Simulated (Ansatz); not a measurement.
# GaP (F-43m): how the settings move a single-point run

Aim: see which settings change the result for GaP (F-43m), by how much, and at what cost.

Computed with Ansatz 0.2.0 (reference: DFT r2SCAN, scalar-relativistic, plane waves, PAW, unless a step's input says otherwise).

1 further run of the same task is left out (set aside as unsound or not needed).

**1. The structure to begin with**

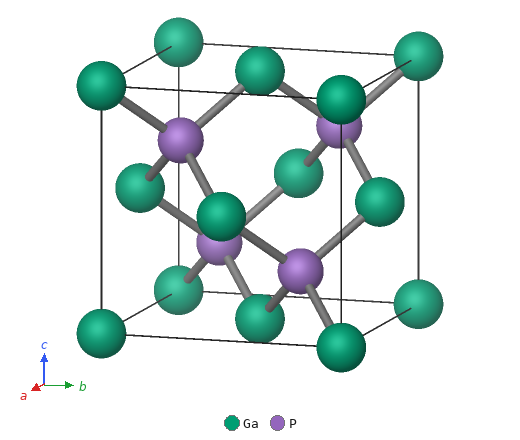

The starting structure, seen slightly off an axis (gallium teal, phosphorus purple). Atoms on the faces are drawn again on the opposite ones. The cell drawn here is the conventional one.

Coordinates:

```cif
data_structure
_symmetry_space_group_name_H-M 'F-43m'
_symmetry_Int_Tables_number 216
_cell_length_a 5.4514
_cell_length_b 5.4514
_cell_length_c 5.4514
_cell_angle_alpha 90.000
_cell_angle_beta 90.000
_cell_angle_gamma 90.000
_cell_volume 162.00
loop_
_atom_site_label
_atom_site_type_symbol
_atom_site_symmetry_multiplicity
_atom_site_Wyckoff_symbol
_atom_site_fract_x
_atom_site_fract_y
_atom_site_fract_z
_atom_site_occupancy
Ga1 Ga 4 a 0.00000 0.00000 0.00000 1
P1 P 4 c 0.25000 0.25000 0.25000 1
```

**2. The reference run**

File input.yaml:

```yaml
crystal:
  lattice:
    - [0.0, 2.7256965861, 2.7256965861]
    - [2.7256965861, 0.0, 2.7256965861]
    - [2.7256965861, 2.7256965861, 0.0]
  atoms:
    - { symbol: Ga, position: [0.0, 0.0, 0.0] }
    - { symbol: P, position: [0.75, 0.75, 0.75] }
basis:
  ecutwfc: 500
  ecutrho_ratio: 4
kpoints:
  mp_grid: { grid: [8, 8, 8] }
hamiltonian:
  xc: r2scan
scf:
  occupations: { method: gaussian, width: 0.05 }
output:
  forces: true
  stress: true
  eigenvalues: true
```

Launch:

```sh
$ ansatz run input.yaml --threads 4 --pin off --max-ram 7168MiB --backend cpu --events-out ev --progress --plain --runs-dir out
```

From the output:

```text
[...]
Basis set: ecut = 500 eV, 965 PW (Γ), exchange–correlation on 120×120×120 points (64 copies of the dense FFT grid, shifted against one another)
[...]
k-points: 29 of 512 (time reversal used)
[...]
SCF iter   1: F=—  HF=-4550.473697 eV  |F-HF|=—  |Δ(HF+E_count)|=         —  Δρ=8.76e-3  dr2=1.84e-2  dr2_τ=7.35e-3  ethr=1.77e-3  ⟨swp⟩=5.9  Hψ=2432  notcnv=0
preconditioner: auto → none  [insulator: Δε(μ)=1.829 eV  Ē_g=16.399 eV  σ=0.050 eV  W_gap=1.00  n_scr=14 (ndim 8)  ℏωp=24.8 eV  f_vac=0.013  D(μ)=0.00/eV (n_scr^D=0)  ε∞_Penn≈3.3]
SCF iter   2: F=—  HF=-4550.484167 eV  |F-HF|=—  |Δ(HF+E_count)|=   1.05e-2  Δρ=2.32e-3  dr2=3.09e-3  dr2_τ=9.71e-5  ethr=1.02e-4  ⟨swp⟩=2.5  Hψ=1007  notcnv=0
[...]
SCF iter   5: F=—  HF=-4550.482852 eV  |F-HF|=—  |Δ(HF+E_count)|=   1.03e-5  Δρ=8.37e-5  dr2=2.45e-6  dr2_τ=2.91e-8  ethr=2.29e-7  ⟨swp⟩=2.0  Hψ=468  notcnv=0
SCF iter   6: F=-4550.482852 eV  HF=-4550.482852 eV  |F-HF|=5.97e-8  |Δ(HF+E_count)|=   6.15e-7  Δρ=9.69e-6  dr2=3.78e-8  dr2_τ=3.44e-9  ethr=5.56e-10  ⟨swp⟩=5.0  Hψ=2265  notcnv=0
[...]
SCF converged after 6 iterations
Free energy (F): -4550.482852 eV
[...]
E sigma→0 (E₀):  -4550.482852 eV
Fermi energy:    7.840717 eV
[...]
  P = ⅓ Tr σ = -0.0002 GPa (-0.002 kbar)
[...]
```

It took 1.2 s on 4 threads of Arm Neoverse V2, shared host; peak memory 0.42 GiB.

**3. Variant: symmetry.detect false, chi_scale 0.1**

Edit input.yaml of step 2 so:

```diff
@@ -8,2 +8,3 @@
     - { symbol: P, position: [0.75, 0.75, 0.75] }
+  symmetry: { detect: false }
 basis:
@@ -17,2 +18,3 @@
   occupations: { method: gaussian, width: 0.05 }
+  initial_density: { chi_scale: 0.1 }
 output:
@@ -20,2 +22,5 @@
   stress: true
-  eigenvalues: true
+  write_density: true
+  write_potential: true
+  elf: true
+  volumetric_format: npy
```

Launch:

```sh
$ ansatz run input.yaml --threads 4 --pin off --max-ram 7168MiB --backend cpu --events-out ev --progress --plain --runs-dir out
```

The log of the run, cut to the lines that bear on the results:

```text
Warning: RAYON_NUM_THREADS=4 ignored (pool sized by the plan → 4); use --threads N
[...]
Pseudopotentials: kind: paw
Pseudopotential: Ga, paw, valence charge 13, recommended cutoff 500 eV (meta_gga), Ga.paw.azcp
Pseudopotential: P, paw, valence charge 5, recommended cutoff 500 eV (meta_gga), P.paw.azcp
Functional definition: r2SCAN
[...]
Crystal: 2 atoms, lattice volume = 40.501 Å³
Basis set: ecut = 500 eV, 965 PW (Γ), exchange–correlation on 120×120×120 points (64 copies of the dense FFT grid, shifted against one another)
Bands: 13, of which v1, the nominal top of the filled ones, is band 9 counted from 1 (8 counted from 0)
Symmetry: 1 space group operations
k-points: 260 of 512 (time reversal used)
[...]
SCF iter   1: F=—  HF=-4550.490603 eV  |F-HF|=—  |Δ(HF+E_count)|=         —  Δρ=4.44e-2  dr2=6.25e-1  dr2_τ=1.25e-2  ethr=3.10e-3  ⟨swp⟩=6.5  Hψ=21778  notcnv=0
[...]
SCF iter   7: F=-4550.482852 eV  HF=-4550.482852 eV  |F-HF|=8.71e-9  |Δ(HF+E_count)|=   4.40e-7  Δρ=6.02e-6  dr2=1.70e-8  dr2_τ=5.84e-10  ethr=5.56e-10  ⟨swp⟩=11.6  Hψ=27160  notcnv=0
[...]
SCF converged after 7 iterations
Free energy (F): -4550.482852 eV
[...]
E sigma→0 (E₀):  -4550.482852 eV
Fermi energy:    7.840577 eV
[...]
--- Forces (eV/Å), atoms counted from 1 ---
  atom   1  Ga     0.00000021    -0.00000007    -0.00000012
  atom   2  P      0.00000056     0.00000123     0.00000039
[...]
--- Stress (GPa, compression-positive) ---
       -0.000314       0.000002       0.000006
        0.000002      -0.000314       0.000005
        0.000006       0.000005      -0.000313
  P = ⅓ Tr σ = -0.0003 GPa (-0.003 kbar)
--- Band table (eV; the first three rows and the last of 260) ---
  k-point 0: bands = ["-8.0943", "-8.0943", "-8.0943", "-7.9820", "-7.9820", "-6.1285", "6.8934", "6.8934", "6.8934", "9.2544", "11.0666", "11.0666", "11.0666"]
[...]
```

Wall time 9.8 s (4 threads of Arm Neoverse V2, shared host); peak memory 0.6 GiB.

With the changed use of symmetry and start the energy agrees within 0.5 meV/atom.

**4. Variant: occupations.method tetrahedron_uncorrected, dr2_threshold 1.0e-06, mixing.algorithm broyden, mixing.beta 0.3, width left out**

Edit input.yaml of step 2 so:

```diff
@@ -16,3 +16,5 @@
 scf:
-  occupations: { method: gaussian, width: 0.05 }
+  occupations: { method: tetrahedron_uncorrected }
+  convergence: { dr2_threshold: 1.0e-06 }
+  mixing: { algorithm: broyden, beta: 0.3 }
 output:
@@ -20,2 +22 @@
   stress: true
-  eigenvalues: true
```

Launch:

```sh
$ ansatz run input.yaml --threads 4 --pin off --max-ram 7168MiB --backend cpu --events-out ev --progress --plain --runs-dir out
```

The log of the run, cut to the lines that bear on the results:

```text
Warning: scf.convergence.dr2_threshold = 1e-6 eV is looser than this run's default, which is 1e-7 eV or tighter. The error in the forces grows as the threshold's square root, so leave the key out unless less accurate forces are enough
Warning: output.stress: scf.convergence.dr2_threshold = 1e-6 eV is looser than the 2e-10 eV advised for a printed stress (1e-10 eV for each atom of the cell: 2). What an SCF threshold leaves in a stress goes as its square root, and in the free energy as the threshold itself, and one [...]
Warning: RAYON_NUM_THREADS=4 ignored (pool sized by the plan → 4); use --threads N
[...]
[... 4 set-up lines as earlier in the session ...]
[...]
Crystal: 2 atoms, lattice volume = 40.501 Å³
Basis set: ecut = 500 eV, 965 PW (Γ), exchange–correlation on 120×120×120 points (64 copies of the dense FFT grid, shifted against one another)
Bands: 13, of which v1, the nominal top of the filled ones, is band 9 counted from 1 (8 counted from 0)
[...]
k-points: 29 of 512 (time reversal used)
[...]
SCF iter   1: F=—  HF=-4550.473720 eV  |F-HF|=—  |Δ(HF+E_count)|=         —  Δρ=8.76e-3  dr2=1.84e-2  dr2_τ=7.35e-3  ethr=1.77e-3  ⟨swp⟩=6.3  Hψ=2551  notcnv=0
[...]
SCF iter   6: F=-4550.482852 eV  HF=-4550.482852 eV  |F-HF|=2.02e-7  |Δ(HF+E_count)|=   1.51e-7  Δρ=4.38e-5  dr2=7.20e-7  dr2_τ=1.10e-8  ethr=5.56e-9  ⟨swp⟩=5.0  Hψ=1271  notcnv=0
[...]
SCF converged after 6 iterations
Stability not checked: this state was not tested for a lower state beside it, because the mixer in use, unlike msr1, does not test its closes by its own steps (another_mixer; see scf.mixing.algorithm and scf.lower_state_search)
Free energy (F): -4550.482852 eV
[...]
E sigma→0 (E₀):  -4550.482852 eV
Fermi energy:    6.893085 eV
[...]
--- Forces (eV/Å), atoms counted from 1 ---
  atom   1  Ga    -0.00000000     0.00000000     0.00000000
  atom   2  P      0.00000000     0.00000000    -0.00000000
[...]
--- Stress (GPa, compression-positive) ---
       -0.000463      -0.000000      -0.000000
        0.000000      -0.000463       0.000000
       -0.000000       0.000000      -0.000463
  P = ⅓ Tr σ = -0.0005 GPa (-0.005 kbar)
--- Band table (eV; the first three rows and the last of 29) ---
  k-point 0: bands = ["-8.0957", "-8.0957", "-8.0957", "-7.9834", "-7.9834", "-6.1289", "6.8931", "6.8931", "6.8931", "9.2538", "11.0661", "11.0661", "11.0661"]
[...]
```

Wall time 1.1 s (4 threads of Arm Neoverse V2, shared host); peak memory 0.42 GiB.

Changing the smearing, convergence setting and mixing hardly moves the energy: 0.0 meV/atom.

**5. Changing settings: xc_grid 1**

Edit input.yaml of step 2 so:

```diff
@@ -11,2 +11,3 @@
   ecutrho_ratio: 4
+  xc_grid: 1
 kpoints:
@@ -20,2 +21 @@
   stress: true
-  eigenvalues: true
```

Launch:

```sh
$ ansatz run input.yaml --threads 4 --pin off --max-ram 7168MiB --backend cpu --events-out ev --progress --plain --runs-dir out
```

The log of the run, cut to the lines that bear on the results:

```text
Warning: RAYON_NUM_THREADS=4 ignored (pool sized by the plan → 4); use --threads N
[...]
[... 4 set-up lines as earlier in the session ...]
[...]
Crystal: 2 atoms, lattice volume = 40.501 Å³
Basis set: ecut = 500 eV, 965 PW (Γ)
Bands: 13, of which v1, the nominal top of the filled ones, is band 9 counted from 1 (8 counted from 0)
Symmetry: 24 space group operations
Space group: F-43m (ITA 216), of the structure as read, at distance tolerance 3.4e-5 Å
k-points: 29 of 512 (time reversal used)
[...]
SCF iter   1: F=—  HF=-4550.473471 eV  |F-HF|=—  |Δ(HF+E_count)|=         —  Δρ=8.76e-3  dr2=1.84e-2  dr2_τ=7.34e-3  ethr=1.77e-3  ⟨swp⟩=5.9  Hψ=2432  notcnv=0
[...]
SCF iter   6: F=-4550.482627 eV  HF=-4550.482627 eV  |F-HF|=8.70e-8  |Δ(HF+E_count)|=   7.51e-7  Δρ=9.66e-6  dr2=3.73e-8  dr2_τ=3.42e-9  ethr=5.56e-10  ⟨swp⟩=4.0  Hψ=1737  notcnv=0
[...]
SCF converged after 6 iterations
Free energy (F): -4550.482627 eV
[...]
E sigma→0 (E₀):  -4550.482627 eV
Fermi energy:    7.840789 eV
[...]
--- Forces (eV/Å), atoms counted from 1 ---
  atom   1  Ga    -0.00000000     0.00000000     0.00000000
  atom   2  P      0.00000000     0.00000000     0.00000000
[...]
--- Stress (GPa, compression-positive) ---
       -0.010905       0.000000      -0.000000
        0.000000      -0.010905       0.000000
       -0.000000       0.000000      -0.010905
  P = ⅓ Tr σ = -0.0109 GPa (-0.109 kbar)
```

Run time: 0.99 s. Hardware: 4 threads of Arm Neoverse V2, shared host; peak memory 0.32 GiB.

Changing the numerical grids hardly moves the energy: +0.1 meV/atom.

**6. Side by side**

| run | ending | energy change | pressure (GPa) | gap (eV) | force (eV/Å) | cycles | time |
| --- | --- | --- | --- | --- | --- | --- | --- |
| reference | converged | 0 | 0.0 | 1.90 | 0.00 | 6 | 1.2 s |
| 1: symmetry.detect false, chi_scale 0.1 | converged | 0.0 meV/atom | 0.0 | 1.90 | 0.00 | 7 | 9.8 s |
| 2: occupations.method tetrahedron_uncorrected, dr2_threshold 1.0e-06, mixing.algorithm broyden, mixing.beta 0.3, width left out | converged | 0.0 meV/atom (σ→0) | 0.0 | 1.90 | 0.00 | 6 | 1.1 s |
| 3: xc_grid 1 | converged | +0.1 meV/atom | 0.0 | 1.89 | 0.00 | 6 | 0.99 s |

Times don't compare one to one where runs were asked for different outputs or read a saved state (see the inputs); cycles may leave out searches for a lower state.

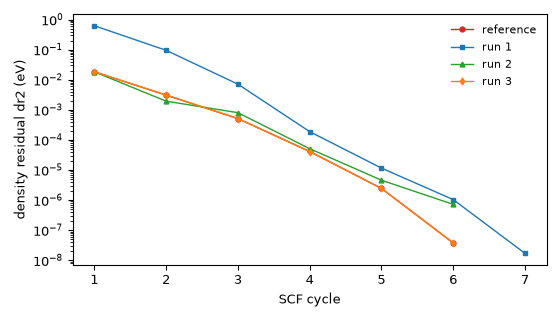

Residual by cycle in the longest SCF loop of each run; runs are numbered as in the table.

**Reading.** The gap spans 1.89 to 1.90 eV over the reference and the converged variants.

These are semilocal Kohn-Sham gaps, which aren't the measured quantity. Such gaps usually fall short of the measured ones.
